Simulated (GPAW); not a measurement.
**Mo2C(OH)2 MXene monolayer: work function by functional and basis**

How far do functional and basis move the work function of Mo2C(OH)2 MXene monolayer?

Method: GPAW, PAW setups; layer in a repeated cell with vacuum, relaxation of atoms and in-plane cell, in the first sound run; inputs show where later runs differ, in GPAW 26.7.0.

### Step 1. The starting structure

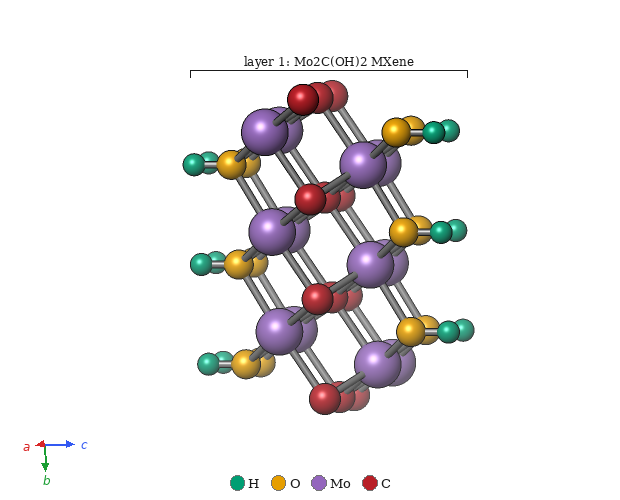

The starting structure, seen from the side, with the c axis across the page (hydrogen teal, oxygen orange, molybdenum purple, carbon red). 2×3×1 cells are drawn. Some periodic images of atoms are drawn too.

The cell holds 7 atoms: 2 H, 2 O, 2 Mo and 1 C. Cell: a = 3.025 Å, b = 3.025 Å, c = 20.479 Å, α = 90.0°, β = 90.0°, γ = 120.0°. Vacuum lies along c.

### Step 2. Relaxing the atoms

The atoms are relaxed first, since the surface dipole, and with it the work function, follows the positions of the outer layers.

Input file run.py:

```python
import json
import numpy as np
from ase import Atoms
from ase.filters import FrechetCellFilter
from ase.optimize import BFGS
from gpaw import GPAW, PW

slab = Atoms(
    ['H', 'O', 'Mo', 'C', 'Mo', 'O', 'H'],
    positions=[
        [-0.00000, 1.74633, 7.00000],
        [-0.00000, 1.74633, 7.98000],
        [1.51237, 0.87317, 9.04604],
        [0.00000, 0.00000, 10.23952],
        [-0.00000, 1.74633, 11.43300],
        [1.51237, 0.87317, 12.49904],
        [1.51237, 0.87317, 13.47904]],
    cell=[[3.02474, 0.0, 0.0], [-1.51237, 2.6195, 0.0], [0.0, 0.0, 20.479]],
    pbc=[True, True, True])

slab.calc = GPAW(mode=PW(600), xc='PBE', kpts={'size': (12, 12, 1), 'gamma': True},
                 occupations={'name': 'fermi-dirac', 'width': 0.05}, nbands='160%',
                 convergence={'density': 1e-05}, maxiter=200,
                 symmetry={'tolerance': 1e-3}, txt='slab.txt')
result = {}
# The in-plane cell is free; stress needs a cell that repeats along all three vectors
path = []
opt = BFGS(FrechetCellFilter(slab, mask=[1, 1, 0, 0, 0, 1]), maxstep=0.2)
opt.attach(lambda: path.append((slab.get_potential_energy(), slab.positions.tolist(), slab.get_forces().tolist())))
result['relaxed'] = bool(opt.run(fmax=0.02, steps=45))
result['path'] = path
result['cell'] = slab.cell.tolist()
print('in-plane lattice', slab.cell.cellpar().round(4)[[0, 1, 5]])
energy = slab.get_potential_energy()
fermi = slab.calc.get_fermi_level()
v = slab.calc.get_electrostatic_potential().mean((0, 1)) - fermi
n = slab.calc.get_pseudo_density().mean((0, 1))
L = slab.cell[2, 2]
z = np.arange(len(v)) * L / len(v)
low, high = slab.positions[:, 2].min(), slab.positions[:, 2].max()
below, above = np.interp([low - 4.8, high + 4.8], z, v)
slopes = [np.interp(x, z, np.gradient(v, z)) for x in (low - 4.8, high + 4.8)]
eps = np.array([[slab.calc.get_eigenvalues(k, s) for k in range(len(slab.calc.get_ibz_k_points()))]
                for s in range(slab.calc.get_number_of_spins())]) - fermi
top, bottom = eps[eps < 0].max(), eps[eps > 0].min()
dipole = slab.get_dipole_moment()[2]
print(f'energy {energy:.4f} eV, Fermi level {fermi:.4f} eV, dipole {dipole:.5f} e A')
print(f'potential 4.8 A off the faces, from the Fermi level: lower {below:.4f} eV, upper {above:.4f} eV')
print(f'slope of the potential there: lower {slopes[0]:.5f}, upper {slopes[1]:.5f} eV/A')
print(f'nearest levels on the mesh: {top:.4f} and {bottom:.4f} eV')
print('magnetic moment', round(slab.get_magnetic_moment(), 3))
result.update(energy=energy, fermi=fermi, dipole=dipole, below=below, above=above, slopes=slopes, edges=[top, bottom],
              z=z.tolist(), v=v.tolist(), n=n.tolist(), positions=slab.positions.tolist(),
              forces=slab.get_forces(apply_constraint=False).tolist(), moments=slab.get_magnetic_moments().tolist())
json.dump(result, open('result.json', 'w'))
```

On the command line:

```
> OMP_NUM_THREADS=1 OPENBLAS_NUM_THREADS=1 python run.py
```

What it wrote:

```text
Step          Energy          fmax
BFGS:    0      -50.885324        3.925205
BFGS:    1      -51.499913        2.816235
BFGS:    2      -52.265916        1.568958
BFGS:    3      -51.244541        7.954979
BFGS:    4      -52.583101        1.121028
BFGS:    5      -52.649726        0.972033
BFGS:    6      -52.844202        0.350018
BFGS:    7      -52.876130        0.296209
BFGS:    8      -52.888636        0.220415
BFGS:    9      -52.906034        0.328723
BFGS:   10      -52.941935        0.541014
BFGS:   11      -52.998636        0.674377
BFGS:   12      -53.065866        0.893420
BFGS:   13      -53.090324        0.501299
BFGS:   14      -53.098594        0.013442
in-plane lattice [  3.2531   3.2531 120.    ]
energy -53.0867 eV, Fermi level 2.2511 eV, dipole 0.00066 e A
potential 4.8 A off the faces, from the Fermi level: lower 1.8622 eV, upper 1.8594 eV
slope of the potential there: lower -0.00666, upper 0.00790 eV/A
nearest levels on the mesh: -0.0014 and 0.0130 eV
magnetic moment 0.0
```

Wall time 12 min (1 thread of Intel Xeon 6975P-C (Granite Rapids), shared host); peak memory 0.56 GiB.

This run has no spin polarisation, although Mo can carry a moment.

Numbers from this step:

| Quantity | Value |
| --- | --- |
| dipole along the normal | 6.63e-4 e·Å |
| levels nearest the Fermi level on the mesh | -0.001382, 0.01299 eV from the Fermi level |

The electrostatic potential energy of an electron (without an applied field's), less the Fermi level, planar mean oscillates, so the rows of the table below give means over windows of 1.54 Å about each position, cut where the curve ends. Its maxima inside the range that stand out by 2 % of the span (Å: eV): 7.3: -0.0337, 8.4: -5.61, 9.9: -13.6, 10.6: -13.6, 12.1: -5.61, 13.1: -0.0420. Its minima: 7.0: -0.960, 8.0: -9.41, 9.3: -22.6, 10.2: -15.2, 11.2: -22.6, 12.5: -9.41, 13.5: -0.968.

Electrostatic potential energy of an electron (without an applied field's), less the Fermi level, planar mean against z; means over each step:

```tsv
z (Å)	electrostatic potential energy of an electron (without an applied field's), less the Fermi level, planar mean (eV)
0.77	1.87
2.31	1.86
3.85	1.81
5.39	1.52
6.93	-0.358
8.47	-10.6
10.01	-16.1
11.55	-14.2
13.09	-2.96
14.63	1.23
16.17	1.77
17.71	1.85
19.25	1.86
```

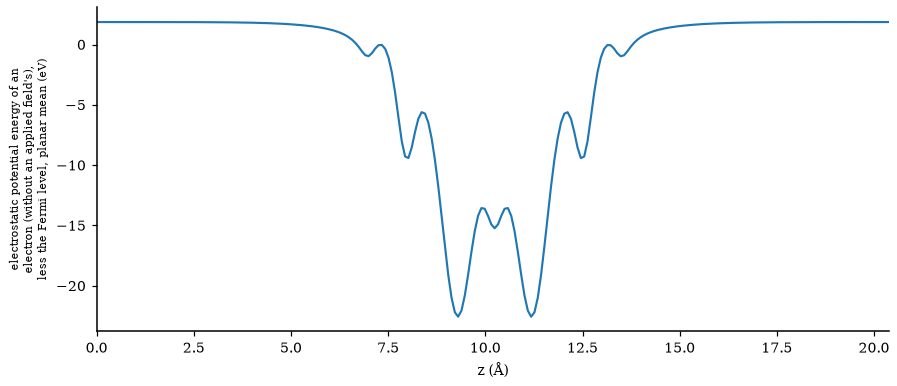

Electrostatic potential energy of an electron (without an applied field's), less the Fermi level, planar mean, plotted against z.

The pseudo valence density, planar mean oscillates, so the rows of the table below give means over windows of 1.19 Å about each position, cut where the curve ends. Its maxima inside the range that stand out by 2 % of the span (Å: e/Å³): 8.0: 0.838, 9.2: 1.55, 11.3: 1.55, 12.5: 0.838. Its minima: 8.5: 0.474, 10.2: 0.717, 11.9: 0.474.

Table of pseudo valence density, planar mean by z; means over each step:

```tsv
z (Å)	pseudo valence density, planar mean (e/Å³)
1.78	3.6e-5
2.97	1.6e-4
4.17	5.9e-4
5.35	0.00266
6.54	0.0606
7.73	0.546
8.93	0.973
10.12	0.829
11.30	1.09
12.49	0.607
13.69	0.109
14.88	0.00444
16.06	7.7e-4
17.25	2.1e-4
18.44	4.9e-5
```

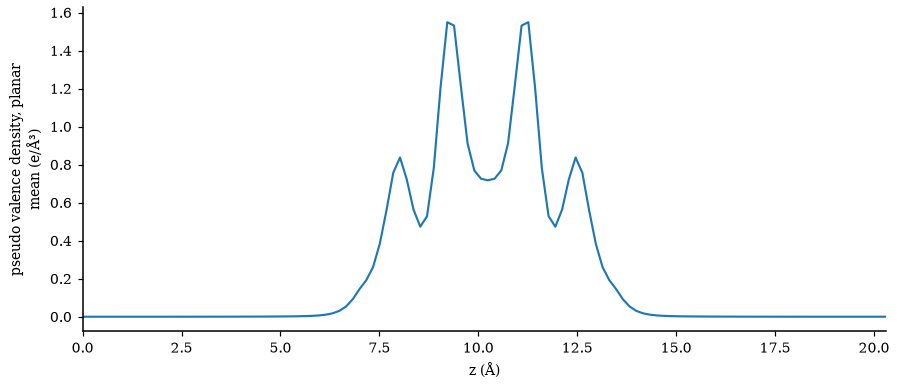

Pseudo valence density, planar mean, plotted against z.

The relaxation lowered the energy of the cell by 2.23 eV (energies extrapolated to zero smearing; the optimiser's log prints free energies). The largest force left on a free atom is 0.013 eV/Å.

### Step 3. Plane waves, PBE

The work function is the vacuum plateau of the electrostatic potential less the Fermi level; a dipole layer lets the two faces have plateaus of their own.

This step: GPAW, PAW setups; slab in vacuum (GPAW 26.7.0).

Input file run.py:

```python
import json
import numpy as np
from ase import Atoms
from gpaw import GPAW, PW

slab = Atoms(
    ['H', 'O', 'Mo', 'C', 'Mo', 'O', 'H'],
    positions=[
        [-0.00000, 1.87816, 7.00000],
        [0.00000, 1.87816, 7.97514],
        [1.62653, 0.93908, 9.29078],
        [-0.00000, 0.00000, 10.24979],
        [-0.00000, 1.87816, 11.20881],
        [1.62653, 0.93908, 12.52445],
        [1.62653, 0.93908, 13.49959]],
    cell=[[3.25307, 0.0, 0.0], [-1.62653, 2.81724, 0.0], [0.0, 0.0, 20.4996]],
    pbc=[True, True, False])

slab.calc = GPAW(mode=PW(500), xc='PBE', kpts={'size': (12, 12, 1), 'gamma': True},
                 occupations={'name': 'fermi-dirac', 'width': 0.05}, nbands='160%',
                 convergence={'density': 1e-05}, maxiter=200,
                 poissonsolver={'dipolelayer': 'xy'},
                 symmetry={'tolerance': 1e-3}, txt='slab.txt')
result = {}
energy = slab.get_potential_energy()
fermi = slab.calc.get_fermi_level()
v = slab.calc.get_electrostatic_potential().mean((0, 1)) - fermi
n = slab.calc.get_pseudo_density().mean((0, 1))
L = slab.cell[2, 2]
z = np.arange(len(v)) * L / len(v)
low, high = slab.positions[:, 2].min(), slab.positions[:, 2].max()
below, above = np.interp([low - 4.8, high + 4.8], z, v)
slopes = [np.interp(x, z, np.gradient(v, z)) for x in (low - 4.8, high + 4.8)]
eps = np.array([[slab.calc.get_eigenvalues(k, s) for k in range(len(slab.calc.get_ibz_k_points()))]
                for s in range(slab.calc.get_number_of_spins())]) - fermi
top, bottom = eps[eps < 0].max(), eps[eps > 0].min()
dipole = slab.get_dipole_moment()[2]
print(f'energy {energy:.4f} eV, Fermi level {fermi:.4f} eV, dipole {dipole:.5f} e A')
print(f'potential 4.8 A off the faces, from the Fermi level: lower {below:.4f} eV, upper {above:.4f} eV')
print(f'slope of the potential there: lower {slopes[0]:.5f}, upper {slopes[1]:.5f} eV/A')
print(f'nearest levels on the mesh: {top:.4f} and {bottom:.4f} eV')
print('magnetic moment', round(slab.get_magnetic_moment(), 3))
result.update(energy=energy, fermi=fermi, dipole=dipole, below=below, above=above, slopes=slopes, edges=[top, bottom],
              z=z.tolist(), v=v.tolist(), n=n.tolist(), positions=slab.positions.tolist(),
              forces=slab.get_forces(apply_constraint=False).tolist(), moments=slab.get_magnetic_moments().tolist())
json.dump(result, open('result.json', 'w'))
```

What it wrote:

```text
energy -52.3790 eV, Fermi level 2.2237 eV, dipole -0.00014 e A
potential 4.8 A off the faces, from the Fermi level: lower 1.8986 eV, upper 1.9021 eV
slope of the potential there: lower -0.00802, upper 0.00802 eV/A
nearest levels on the mesh: -0.0030 and 0.0144 eV
magnetic moment 0.0
```

Wall time 55 s (1 thread); peak memory 0.27 GiB.

This step gave:

| Property | Result |
| --- | --- |
| dipole along the normal | -1.38e-4 e·Å |
| levels nearest the Fermi level on the mesh | -0.002986, 0.01442 eV from the Fermi level |
| upper work function | 1.902 eV |
| lower work function | 1.899 eV |

The electrostatic potential energy of an electron (without an applied field's), less the Fermi level, planar mean oscillates, so the rows of the table below give means over windows of 1.52 Å about each position, cut where the curve ends. Its maxima inside the range that stand out by 2 % of the span (Å: eV): 7.3: -0.00445, 8.4: -5.68, 10.0: -13.5, 10.5: -13.5, 12.1: -5.67, 13.2: -0.00108. Its minima: 7.0: -0.932, 8.0: -9.46, 9.3: -22.6, 10.2: -15.2, 11.2: -22.6, 12.5: -9.46, 13.5: -0.929.

The electrostatic potential energy of an electron (without an applied field's), less the Fermi level, planar mean by z; means over each step:

```tsv
z (Å)	electrostatic potential energy of an electron (without an applied field's), less the Fermi level, planar mean (eV)
0.76	1.90
2.28	1.90
3.80	1.85
5.32	1.58
6.84	-0.0423
8.36	-9.13
9.88	-16.7
11.40	-15.1
12.92	-3.72
14.44	1.04
15.96	1.78
17.48	1.89
19.00	1.91
```

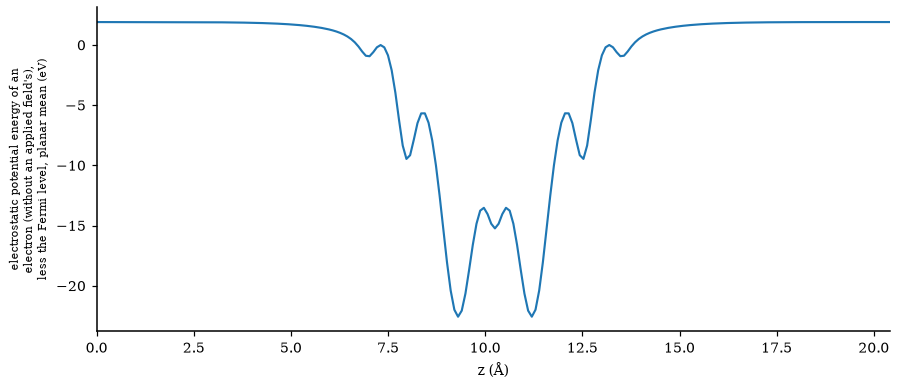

Electrostatic potential energy of an electron (without an applied field's), less the Fermi level, planar mean, plotted against z.

The pseudo valence density, planar mean oscillates, so the rows of the table below give means over windows of 1.33 Å about each position, cut where the curve ends. Its maxima inside the range that stand out by 2 % of the span (Å: e/Å³): 8.0: 0.833, 9.3: 1.59, 11.2: 1.59, 12.5: 0.833. Its minima: 8.5: 0.474, 10.2: 0.717, 12.0: 0.474.

Table of pseudo valence density, planar mean by z; means over each step:

```tsv
z (Å)	pseudo valence density, planar mean (e/Å³)
2.00	4.9e-5
3.33	2.4e-4
4.66	0.00104
5.99	0.0129
7.32	0.333
8.64	0.830
9.98	0.928
11.30	1.05
12.64	0.558
13.96	0.0618
15.30	0.00216
16.62	4.5e-4
17.95	9.8e-5
```

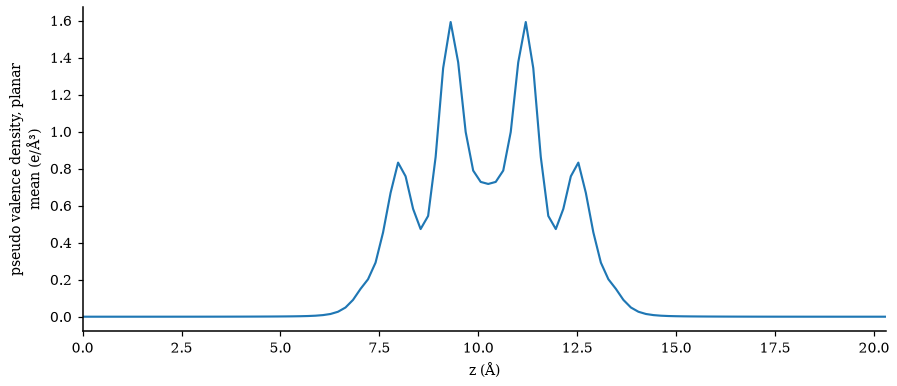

Pseudo valence density, planar mean against z.

Force by atom:

```tsv
atom	x (eV/Å)	y (eV/Å)	z (eV/Å)	size
H1	0.000	0.000	-0.112	0.112
O2	0.000	0.000	0.102	0.102
Mo3	0.000	0.000	0.005	0.005
C4	0.000	0.000	0.000	0.000
Mo5	0.000	0.000	-0.005	0.005
O6	0.000	0.000	-0.102	0.102
H7	0.000	0.000	0.112	0.112
```

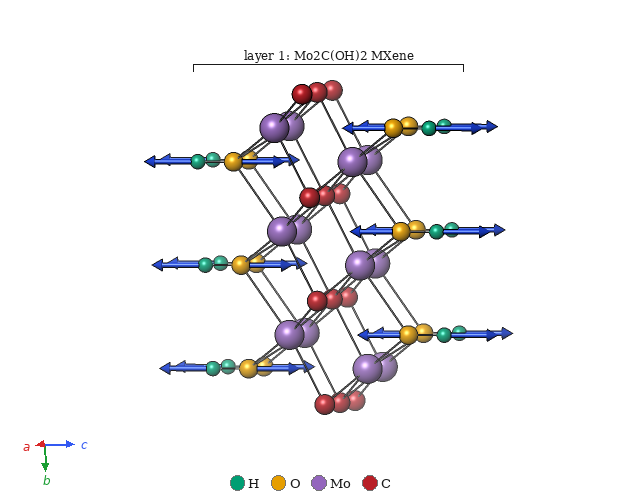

Force as arrows, the longest 0.112 eV/Å. 2×3×1 cells are drawn. Some periodic images of atoms are drawn too.

The potential is flat to 0.008 eV/Å where it is read, so the vacuum is wide enough.

### Step 4. Self-consistent run: xc = "RPBE"

The same geometry under RPBE, to see how far the functional moves the levels against the vacuum.

run.py: that of step 3 with these lines changed.

```diff
@@ -18,3 +18,3 @@
 
-slab.calc = GPAW(mode=PW(500), xc='PBE', kpts={'size': (12, 12, 1), 'gamma': True},
+slab.calc = GPAW(mode=PW(500), xc='RPBE', kpts={'size': (12, 12, 1), 'gamma': True},
                  occupations={'name': 'fermi-dirac', 'width': 0.05}, nbands='160%',
```

What it wrote:

```text
energy -49.8735 eV, Fermi level 2.3388 eV, dipole -0.00014 e A
potential 4.8 A off the faces, from the Fermi level: lower 1.7916 eV, upper 1.7952 eV
slope of the potential there: lower -0.01108, upper 0.01108 eV/A
nearest levels on the mesh: -0.0050 and 0.0062 eV
magnetic moment 0.0
```

It took 56 s on 1 thread; peak memory 0.27 GiB.

This step gave:

```yaml
levels_nearest_the_fermi_level_on_the_mesh: -0.004950, 0.006239 eV from the Fermi level
upper_work_function: 1.795 eV
lower_work_function: 1.792 eV
```

The electrostatic potential energy of an electron (without an applied field's), less the Fermi level, planar mean oscillates, so the rows of the table below give means over windows of 1.52 Å about each position, cut where the curve ends. Its maxima inside the range that stand out by 2 % of the span (Å: eV): 7.3: -0.142, 8.4: -5.79, 10.0: -13.6, 10.5: -13.6, 12.1: -5.79, 13.2: -0.139. Its minima: 7.0: -1.07, 8.0: -9.59, 9.3: -22.6, 10.2: -15.3, 11.2: -22.6, 12.5: -9.59, 13.5: -1.06.

Electrostatic potential energy of an electron (without an applied field's), less the Fermi level, planar mean against z; means over each step:

```tsv
z (Å)	electrostatic potential energy of an electron (without an applied field's), less the Fermi level, planar mean (eV)
0.76	1.80
2.28	1.79
3.80	1.73
5.32	1.45
6.84	-0.181
8.36	-9.24
9.88	-16.8
11.40	-15.2
12.92	-3.86
14.44	0.898
15.96	1.65
17.48	1.78
19.00	1.80
```

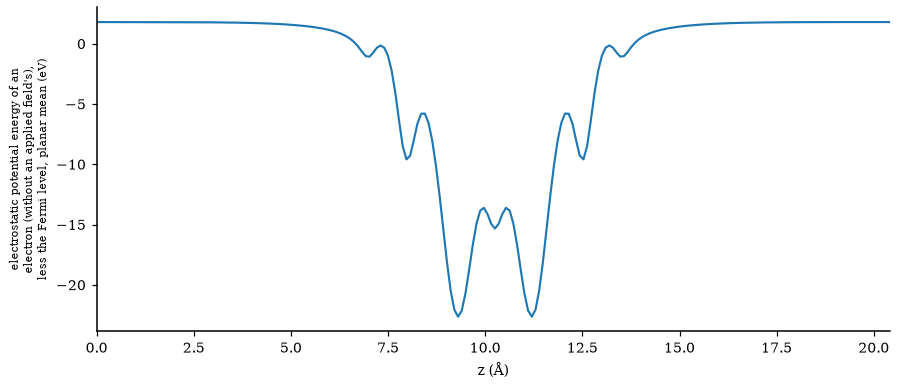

Electrostatic potential energy of an electron (without an applied field's), less the Fermi level, planar mean, plotted against z.

The pseudo valence density, planar mean oscillates, so the rows of the table below give means over windows of 1.33 Å about each position, cut where the curve ends. Its maxima inside the range that stand out by 2 % of the span (Å: e/Å³): 8.0: 0.833, 9.3: 1.59, 11.2: 1.59, 12.5: 0.833. Its minima: 8.5: 0.473, 10.2: 0.716, 12.0: 0.473.

Table of pseudo valence density, planar mean by z; means over each step:

```tsv
z (Å)	pseudo valence density, planar mean (e/Å³)
2.00	6.3e-5
3.33	2.7e-4
4.66	0.00105
5.99	0.0128
7.32	0.333
8.64	0.830
9.98	0.928
11.30	1.05
12.64	0.557
13.96	0.0618
15.30	0.00213
16.62	4.7e-4
17.95	1.2e-4
```

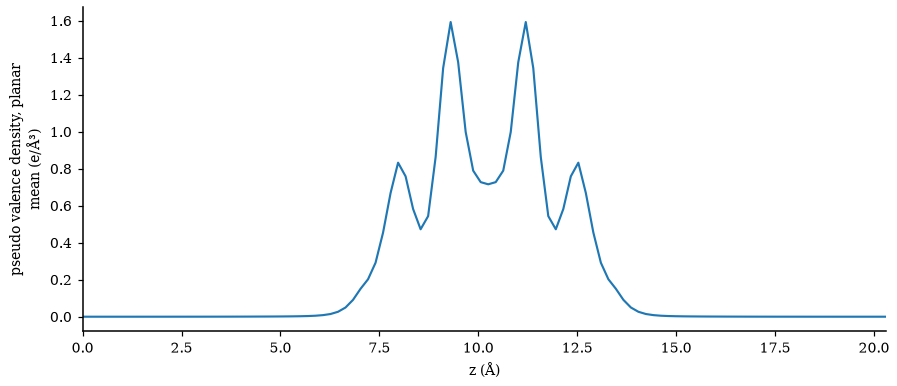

Pseudo valence density, planar mean against z.

Force by atom:

```tsv
atom	x (eV/Å)	y (eV/Å)	z (eV/Å)	size
H1	0.000	0.000	-0.109	0.109
O2	0.000	0.000	-0.169	0.169
Mo3	0.000	0.000	-0.048	0.048
C4	0.000	0.000	0.000	0.000
Mo5	0.000	0.000	0.048	0.048
O6	0.000	0.000	0.169	0.169
H7	0.000	0.000	0.109	0.109
```

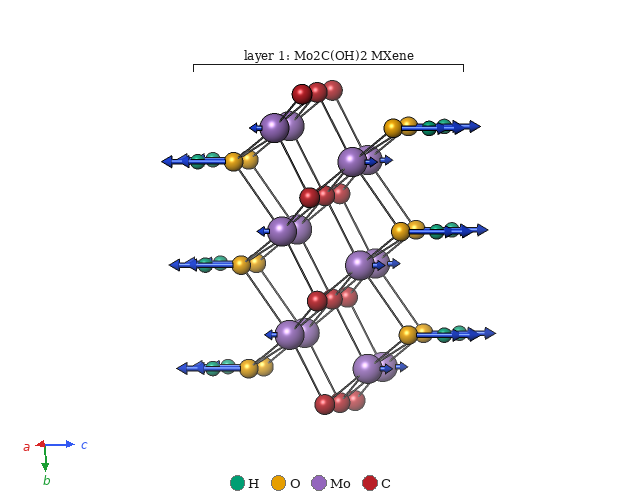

Force as arrows, the longest 0.169 eV/Å. 2×3×1 cells are drawn. Some periodic images of atoms are drawn too.

The upper face's work function is 1.795 eV, against 1.902 eV in the first plane-wave PBE run at this geometry.

(Continued in part 2 of 2.)

[Logs are printed without paths, hosts, clocks, repeated set-up lines and the standing remarks that a program may print on its own settings, such as how far it seeks lower states.]

[Hosts, paths, dates, database ids (printed as entryN), source tags and the programs' standing remarks are cut or masked in the printed files.]
